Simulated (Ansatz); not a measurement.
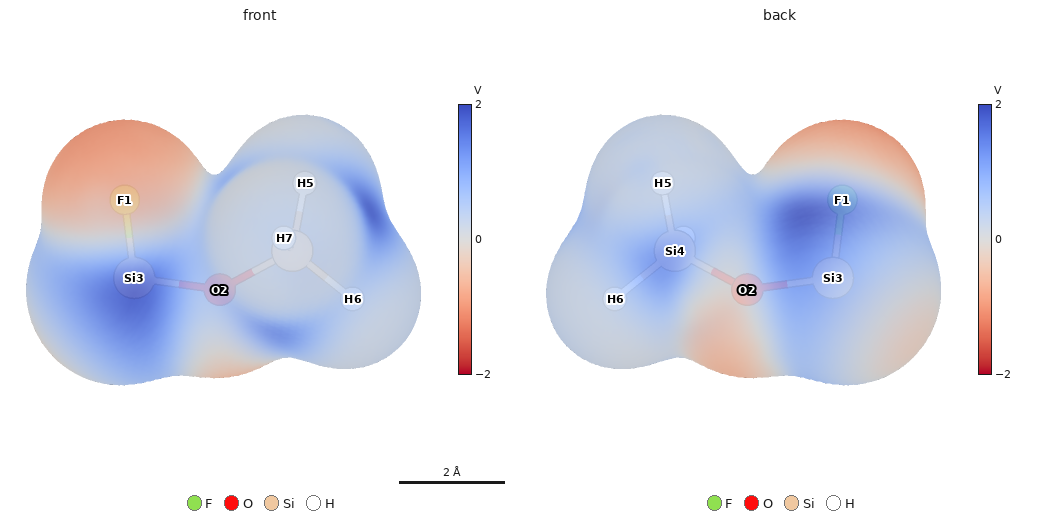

Figure. FH3OSi2. The molecular electrostatic potential painted on the density surface at 0.002 e/bohr³, seen from the front and from behind; red is negative and blue positive.

Geometry: B3LYP-D3(BJ)/def2-SVP.

The calculation used isolated molecule in a Gaussian basis; Kohn-Sham density functional theory, functional PBE0 (Ansatz 0.2.0).

```yaml
atoms:
  - { symbol: F, position_ang: [0.7469, 0.3404, -0.9354] }
  - { symbol: O, position_ang: [-0.1422, 0.9364, 1.3685] }
  - { symbol: Si, position_ang: [0.1350, 1.6309, -0.1118] }
  - { symbol: Si, position_ang: [-0.0097, -0.5196, 2.2049] }
  - { symbol: H, position_ang: [-0.8317, -1.5638, 1.5342] }
  - { symbol: H, position_ang: [-0.5091, -0.2972, 3.5867] }
  - { symbol: H, position_ang: [1.4148, -0.9494, 2.2473] }
```

### Describe the electrostatic potential map.

The most negative region (about −0.9 V) lies over F1, the most positive (about +1.8 V) over Si3 and Si4.

### How polar is the molecule by this calculation?

Its dipole moment is 0.91 D.
